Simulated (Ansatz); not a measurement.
# C₃H₆FN: small, medium and large basis sets

How large a basis does C₃H₆FN need? Two functionals are run in growing sets.

Computed with Ansatz 0.2.0, Gaussian basis. Level: one geometry, several basis sets.

Levels to be run: PBE0-D4/def2-SVP; ωB97M-V/def2-SVP; PBE0-D4/def2-QZVPP; ωB97M-V/def2-QZVPP; the functionals' def2-TZVPP values are taken from earlier runs.

### 1 Structure used throughout

All runs share one geometry, relaxed beforehand with PBE0-D4 in a triple-zeta def2 set.

SMILES `C/N=C(/C)F`, 11 atoms, charge 0, spin multiplicity 1.

Atoms are counted from 1 here; the program's logs count them from 0.

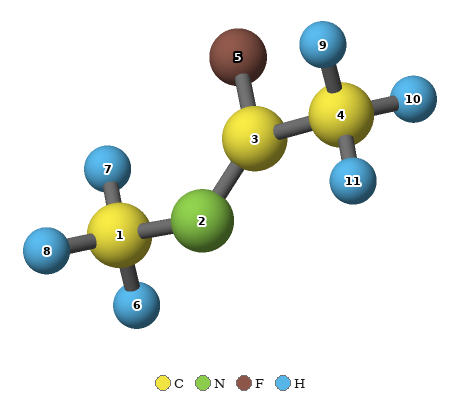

The structure; carbon yellow, nitrogen green, fluorine brown, hydrogen blue; atoms are numbered from 1 in the order of the file.

Geometry (Å):

```xyz
11

C    -1.1890    1.4576    0.1925
N    -0.7508    0.1435   -0.2057
C     0.4014   -0.2566    0.0369
C     0.9616   -1.5805   -0.3218
F     1.3239    0.5037    0.6874
H    -1.5180    2.0000   -0.6973
H    -0.4326    2.0512    0.7120
H    -2.0643    1.3524    0.8383
H     1.2872   -2.1053    0.5794
H     1.8382   -1.4545   -0.9618
H     0.2079   -2.1683   -0.8395
```

### 2 PBE0-D4 in def2-SVP

Contents of in.yaml:

```yaml
crystal:
  periodic: [false, false, false]
  atoms:
    - {symbol: C, position_ang: [-1.189049, 1.457583, 0.192513]}
    - {symbol: N, position_ang: [-0.750753, 0.143534, -0.205722]}
    - {symbol: C, position_ang: [0.401355, -0.256614, 0.036894]}
    - {symbol: C, position_ang: [0.961580, -1.580473, -0.321843]}
    - {symbol: F, position_ang: [1.323909, 0.503701, 0.687448]}
    - {symbol: H, position_ang: [-1.517983, 2.000002, -0.697288]}
    - {symbol: H, position_ang: [-0.432614, 2.051194, 0.712005]}
    - {symbol: H, position_ang: [-2.064298, 1.352415, 0.838318]}
    - {symbol: H, position_ang: [1.287220, -2.105320, 0.579414]}
    - {symbol: H, position_ang: [1.838164, -1.454545, -0.961771]}
    - {symbol: H, position_ang: [0.207868, -2.168277, -0.839467]}
basis:
  gaussian: {orbitals: def2-SVP}
hamiltonian: {xc: pbe0, dispersion: d4}
output: {orbitals: {seedname: orbitals}}
```

Launch:

```
ansatz run in.yaml --threads 4 --pin off --events-out ev --progress --plain --max-ram 10444MiB
```

Output:

```text
Functional definition: PBE0
  name "PBE0"
  cite "Adamo & Barone, J. Chem. Phys. 110, 6158 (1999) doi:10.1063/1.478522"
  cite "Perdew, Burke & Ernzerhof, Phys. Rev. Lett. 77, 3865 (1996) doi:10.1103/PhysRevLett.77.3865"
  parent pbe
  parameter a = 0.25
  parameter kappa = 0.804
  parameter beta = 0.06672455060314922
  exchange = (1 - a)*pbe_x(kappa = kappa, mu = beta*pi^2/3) + a*exact_x
  correlation = pbe_c(beta = beta)
1142 factors; their error is unknown
mean field evaluation 1: about -7395.7028 eV, gradient 5.2e1 eV
mean field evaluation 2: about -7391.6935 eV, gradient 6.7e1 eV
mean field evaluation 4: about -7401.7971 eV, gradient 2.2e0 eV
mean field evaluation 8: about -7401.8035 eV, gradient 7.3e-2 eV
mean field evaluation 16: about -7401.7911 eV, gradient 1.5e-5 eV
mean field -7401.79112578 eV, -272.0108067584 hartree, gradient 1.5e-5 eV, S^2 0.000000; 0 other end points of the search recorded, 0 dependent functions left out
reference -7401.79115097 eV, -272.0108076839 hartree; 20, 20 occupied and 80, 80 virtual orbitals, 1142 factors
Total energy: -7401.93331571 eV, -272.0160321419 hartree
```

Run time: 0.65 s. Hardware: 4 threads of Intel Xeon Platinum 8488C, shared host.

### 3 ωB97M-V in def2-SVP

in.yaml, as its differences from that of step 2:

```diff
@@ -16,3 +16,3 @@
   gaussian: {orbitals: def2-SVP}
-hamiltonian: {xc: pbe0, dispersion: d4}
+hamiltonian: {xc: {name: wB97M-V}}
 output: {orbitals: {seedname: orbitals}}
```

Same command.

Output, cut to the lines that bear on the results:

```text
Functional definition: wB97M-V
  name "wB97M-V"
  cite "Mardirossian & Head-Gordon, J. Chem. Phys. 144, 214110 (2016) doi:10.1063/1.4952647"
  cite "Becke, J. Chem. Phys. 107, 8554 (1997) doi:10.1063/1.475007"
  cite "Vydrov & Van Voorhis, J. Chem. Phys. 133, 244103 (2010) doi:10.1063/1.3521275"
  # Of w^i u^j: cxij and so on, Table III.
[...]
  gx(w, u) = 1 - cx + cx01*u + cx10*w
  gss(w, u) = css00 + css04*u^4 + css10*w + css20*w^2 + css43*w^4*u^3
  gos(w, u) = cos00 + cos10*w + (cos20 + cos21*u)*w^2 + (cos60 + cos61*u)*w^6
[...]
      + integral(e_c_pw_mod_opposite_spin*gos(b97_w_opposite, b97_u_opposite)) + vv10(b, c)
1142 factors; their error is unknown
262 factors; integrals over basis functions are off by at most 8.3e-6 eV
[...]
mean field -7406.83159135 eV, -272.1960404514 hartree, gradient 1.4e-5 eV, S^2 0.000000; 0 other end points of the search recorded, 0 dependent functions left out
reference -7406.83162943 eV, -272.1960418508 hartree; 20, 20 occupied and 80, 80 virtual orbitals, 1142 factors
Total energy: -7406.83162943 eV, -272.1960418508 hartree
```

Run time: 1.9 s. Hardware: 4 threads of Intel Xeon Platinum 8488C, shared host.

### 4 PBE0-D4 in def2-QZVPP

in.yaml, as its differences from that of step 3:

```diff
@@ -15,4 +15,4 @@
 basis:
-  gaussian: {orbitals: def2-SVP}
-hamiltonian: {xc: {name: wB97M-V}}
+  gaussian: {orbitals: "def2-QZVPP.json"}
+hamiltonian: {xc: pbe0, dispersion: d4}
 output: {orbitals: {seedname: orbitals}}
```

Launched as before.

Output:

```text
Functional definition: PBE0
  name "PBE0"
  cite "Adamo & Barone, J. Chem. Phys. 110, 6158 (1999) doi:10.1063/1.478522"
  cite "Perdew, Burke & Ernzerhof, Phys. Rev. Lett. 77, 3865 (1996) doi:10.1103/PhysRevLett.77.3865"
  parent pbe
  parameter a = 0.25
  parameter kappa = 0.804
  parameter beta = 0.06672455060314922
  exchange = (1 - a)*pbe_x(kappa = kappa, mu = beta*pi^2/3) + a*exact_x
  correlation = pbe_c(beta = beta)
1255 factors; their error is unknown
mean field evaluation 1: about -7401.6734 eV, gradient 6.6e1 eV
mean field evaluation 2: about -7395.6823 eV, gradient 8.2e1 eV
mean field evaluation 4: about -7410.6989 eV, gradient 3.4e0 eV
mean field evaluation 8: about -7410.7219 eV, gradient 3.7e-1 eV
mean field evaluation 16: about -7410.7220 eV, gradient 5.0e-5 eV
mean field -7410.72202751 eV, -272.3390113431 hartree, gradient 5.0e-5 eV, S^2 0.000000; 0 other end points of the search recorded, 0 dependent functions left out
reference -7410.72206604 eV, -272.3390127591 hartree; 20, 20 occupied and 445, 445 virtual orbitals, 1255 factors
Total energy: -7410.86423078 eV, -272.3442372170 hartree
```

It took 4.3 s on 4 threads of Intel Xeon Platinum 8488C, shared host; peak memory 1.3 GiB.

### 5 ωB97M-V in def2-QZVPP

in.yaml, as its differences from that of step 4:

```diff
@@ -16,3 +16,3 @@
   gaussian: {orbitals: "def2-QZVPP.json"}
-hamiltonian: {xc: pbe0, dispersion: d4}
+hamiltonian: {xc: {name: wB97M-V}}
 output: {orbitals: {seedname: orbitals}}
```

Launched as before.

Output, cut to the lines that bear on the results:

```text
Functional definition: wB97M-V
  name "wB97M-V"
  cite "Mardirossian & Head-Gordon, J. Chem. Phys. 144, 214110 (2016) doi:10.1063/1.4952647"
  cite "Becke, J. Chem. Phys. 107, 8554 (1997) doi:10.1063/1.475007"
  cite "Vydrov & Van Voorhis, J. Chem. Phys. 133, 244103 (2010) doi:10.1063/1.3521275"
  # Of w^i u^j: cxij and so on, Table III.
[...]
  gx(w, u) = 1 - cx + cx01*u + cx10*w
  gss(w, u) = css00 + css04*u^4 + css10*w + css20*w^2 + css43*w^4*u^3
  gos(w, u) = cos00 + cos10*w + (cos20 + cos21*u)*w^2 + (cos60 + cos61*u)*w^6
[...]
      + integral(e_c_pw_mod_opposite_spin*gos(b97_w_opposite, b97_u_opposite)) + vv10(b, c)
1255 factors; their error is unknown
339 factors; integrals over basis functions are off by at most 7.0e-6 eV
[...]
mean field -7416.08541021 eV, -272.5361120219 hartree, gradient 2.0e-5 eV, S^2 0.000000; 0 other end points of the search recorded, 0 dependent functions left out
reference -7416.08546917 eV, -272.5361141888 hartree; 20, 20 occupied and 445, 445 virtual orbitals, 1255 factors
Total energy: -7416.08546917 eV, -272.5361141888 hartree
```

Run time: 9 s. Hardware: 4 threads of Intel Xeon Platinum 8488C, shared host; peak memory 1.7 GiB.

### 6 Functionals by basis

The def2-TZVPP values come from earlier runs at the same geometry.

```
functional       basis  functions  energy (eV)  from the largest (eV)  HOMO (eV)  LUMO (eV)
   PBE0-D4    def2-SVP        100   -7401.9333                  8.931      -7.59       0.63
   PBE0-D4  def2-TZVPP        239   -7410.4642                  0.400      -7.79       0.46
   PBE0-D4  def2-QZVPP        465   -7410.8642                  0.000      -7.82       0.39
   ωB97M-V    def2-SVP        100   -7406.8316                  9.254      -9.97       2.92
   ωB97M-V  def2-TZVPP        239   -7415.7005                  0.385     -10.19       2.69
   ωB97M-V  def2-QZVPP        465   -7416.0855                  0.000     -10.22       1.94
```

### 7 Outcome

```
                                       quantity          value
PBE0-D4: double and triple zeta above quadruple  8.93, 0.40 eV
ωB97M-V: double and triple zeta above quadruple  9.25, 0.38 eV
```

**Reading.** PBE0-D4 gains 8.53 eV from double to triple zeta, then 0.40 eV more. These are total energies; as a rule much of such shifts cancels in differences, which this series doesn't test. The LUMO of ωB97M-V is positive and keeps falling with the basis (2.92 to 1.94 eV): an unbound level that the basis holds in place.

For PBE0-D4 the largest set took about 7 times as long as the smallest (4.3 s against 0.65 s).
